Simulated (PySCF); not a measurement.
Input file:

```
{"job": {"kind": "inter", "xc": "wB97M-D3(BJ)", "basis": "def2-TZVPD", "pairs": false}, "charge": 0, "multiplicity": 1, "parts": [{"atoms": "0-4", "charge": 0, "multiplicity": 1}, {"atoms": "5-8", "charge": 0, "multiplicity": 1}]}
Si    -0.375761    -0.053625    -0.043642
F      1.230522    -0.251686     0.292709
H     -0.522039     1.358295    -0.471375
H     -0.664867    -1.042739    -1.116717
H     -1.074048    -0.372755     1.230575
C     -3.670732    -0.734916    -0.419677
O     -2.959871     0.222953    -0.564448
H     -4.767340    -0.675768    -0.593760
H     -3.263379    -1.722160    -0.102441
```

Command:

```sh
OMP_NUM_THREADS=1 python cluster_run.py task.json out
```

Geometry: PBE0-D3(BJ)/def2-SVPD.

These are results of wB97M-D3(BJ)/def2-TZVPD, SCF density, gas phase (PySCF), not measurements.

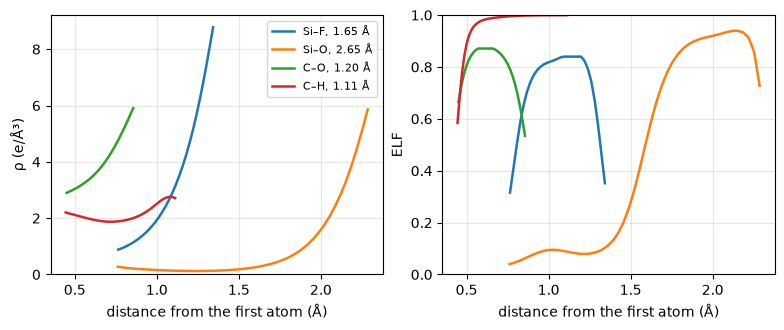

FH₃Si···CH₂O (SMILES F[SiH3].C=O). Electron density and ELF along straight lines between neighbouring atoms. The curves leave out the atomic cores.

Q: What can be read from the curves?

A: Si–F (1.65 Å): ρ at the midpoint is about 1 e/Å³; the ELF peaks at about 0.85 in the valence shell of F, 0.6 Å from its nucleus, and is about 0.60 at the midpoint.
Si1···O7 (2.65 Å): the density falls to about 0.12 e/Å³ on the way; the ELF is about 0.10 at the midpoint.
C–O (1.20 Å): ρ is about 3.4 e/Å³ halfway; the ELF peaks at about 0.85 between the atoms (a short, multiple covalent bond).
C–H (1.11 Å): ρ at the midpoint is about 2 e/Å³; the ELF climbs to about 1 towards the hydrogen, as it does in any bond to H; a covalent bond by its length.
